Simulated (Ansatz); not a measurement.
# Calculations on CH6ClSi

Part 1: Relaxation

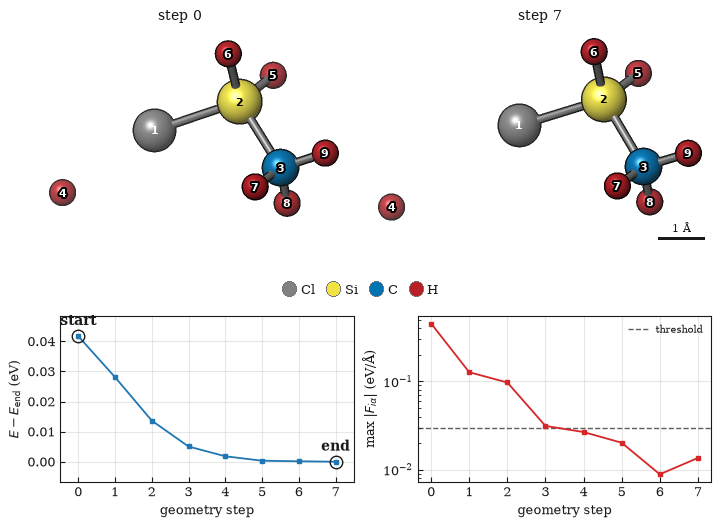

First and last geometry of a relaxation of CH6ClSi (multiplicity 2), with the history of the run. A ball-and-stick model, seen at a tilt.

The run prepares an end point of a later path (reaction) calculation, from a guessed geometry.

Computed with Ansatz, UKS PBE0/def2-SVP. Settings: collinear spin; force threshold 0.03 eV/Å; at most 50 steps.

### What do the curves and the structures tell?

It converged. Over 7 geometry steps the energy falls by 0.042 eV. The largest force component goes from 0.45 to 0.014 eV/Å. The atom that moves furthest after the best rigid fit is H4 (0.82 Å). Largest moves by element: H 0.82 Å, Cl 0.16 Å, Si 0.11 Å, C 0.08 Å. Some distances before and after: Cl1–Si2 2.113 → 2.079 Å.

| step | E − E(0), eV | largest force component, eV/Å |
| --- | --- | --- |
| 0 | 0.0000 | 0.4534 |
| 1 | -0.0136 | 0.1271 |
| 2 | -0.0281 | 0.0972 |
| 3 | -0.0367 | 0.0313 |
| 4 | -0.0399 | 0.0267 |
| 5 | -0.0414 | 0.0202 |
| 6 | -0.0416 | 0.0088 |
| 7 | -0.0418 | 0.0136 |

Limits of the set-up: the start holds two separate molecules, 2.6 Å apart at their closest, whose relative position is a soft coordinate and is computed without a dispersion correction.

Part 2: Relaxation

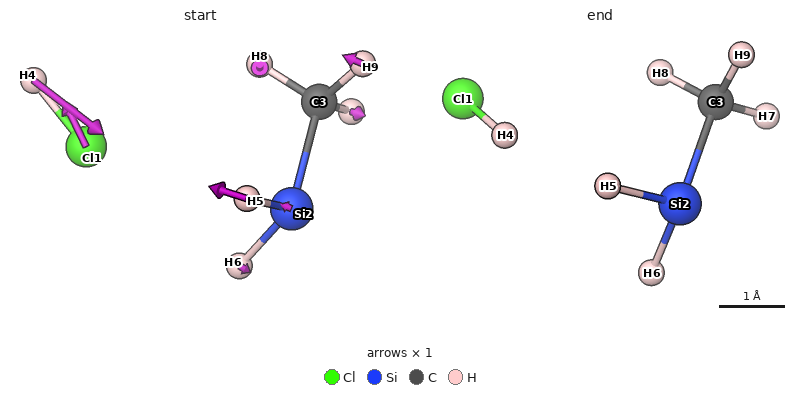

The structure of CH6ClSi (multiplicity 2) before (left) and after (right) a relaxation, at one scale. The purple arrows give the displacements, at their true length.

Style: ball-and-stick. Shown at a tilt.

The run prepares an end point of a later path (reaction) calculation, from a guessed geometry.

These are results of UKS PBE0/def2-SVP in Ansatz, not measurements.

Input file:
```yaml
crystal:
  periodic: [false, false, false]
  atoms:
    - { symbol: Cl, position_ang: [1.153835, 0.425047, 2.124599] }
    - { symbol: Si, position_ang: [-0.783918, -1.189142, -0.207102] }
    - { symbol: C, position_ang: [-0.473229, 0.404242, -1.162624] }
    - { symbol: H, position_ang: [2.228575, 1.157183, 2.26392] }
    - { symbol: H, position_ang: [0.435355, -2.053121, -0.11858] }
    - { symbol: H, position_ang: [-1.336459, -0.941883, 1.162446] }
    - { symbol: H, position_ang: [-1.384441, 1.019297, -1.200061] }
    - { symbol: H, position_ang: [0.319565, 0.987182, -0.667199] }
    - { symbol: H, position_ang: [-0.159484, 0.191193, -2.195399] }
magnetization:
  spin_polarized: true
  initial_magnetization: 1
basis:
  gaussian: { orbitals: def2-SVP }
hamiltonian:
  xc: pbe0
relax:
  f_tol: 0.03
  max_steps: 50
```

Command:
```bash
ansatz run input.yaml --threads 2 --pin off --max-ram 3072MiB --backend cpu --events-out ev --progress --plain --runs-dir out
```

Question: Summarise the run.

Answer: Over 26 accepted moves (36 points after the start) the energy falls by 0.092 eV. Largest force component: 0.59 eV/Å at the start, 0.016 eV/Å at the end. The line search rejected the trial steps at points 2, 5, 8, 13, 19, 20, 24, 28 and more of the run. The forces were under the threshold at step 21, but the run went on from there. The atom that moves furthest after the best rigid fit is H4 (1.60 Å). By element the largest moves are H 1.60 Å, Cl 0.85 Å, Si 0.20 Å, C 0.08 Å. Near-neighbour distances that change, for instance: Cl1–H4 1.308 → 1.292 Å, Si2–H5 1.497 → 1.506 Å.

Limits of the set-up: the start holds two separate molecules, 3.0 Å apart at their closest, whose relative position is a soft coordinate and is computed without a dispersion correction.

Part 3: Path

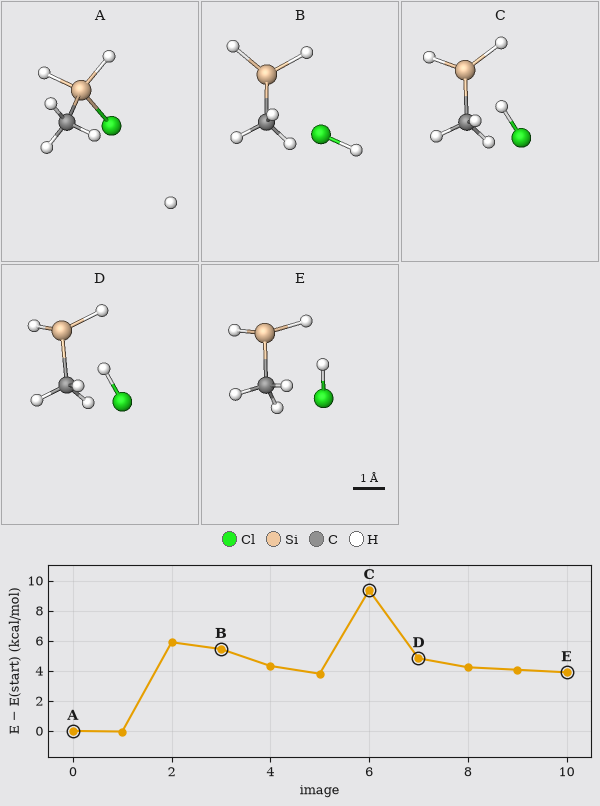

A nudged-elastic-band calculation for CH₆ClSi (multiplicity 2), made up at the start of CH₅ClSi and H. Images are numbered from 0 (start) to 10 (end). Frames A to E are images 0, 3, 6, 7, 10. A ball-and-stick model, seen from a free direction.

Method: UKS PBE0/def2-SVP (Ansatz). Settings: 9 movable images; climbing image; force threshold 0.03 eV/Å; iteration limit 60; starting path through a guess of the saddle point.

**Describe the mechanism and the energy profile.**

The energy climbs by 9.4 kcal/mol to image 6 and then falls by 5.5 kcal/mol, so the end point sits at +3.9 kcal/mol. The profile has 2 maxima (images 2, 6) with a dip at image 5 (+3.8 kcal/mol), so the process runs in steps. The path has more than one stage, and so few images may leave a stage unresolved. Breaking: Cl–Si (2.08 → 3.89 Å). Forming: Cl–H (3.60 → 1.29 Å). The band converged in 42 iterations. The largest component of the band force went from 270 to 0.027 eV/Å. The climbing image converged on the top of the path. Its vibrational analysis gives one imaginary mode (612i cm⁻¹), as a transition state must have.

Limits of the set-up: the start holds two separate molecules, 3.6 Å apart at their closest, whose relative position is a soft coordinate and is computed without a dispersion correction.

The run took 9.3 min on 2 threads of Intel(R) Xeon(R) Platinum 8488C (Sapphire Rapids), on a shared host, peak memory 0.24 GiB.
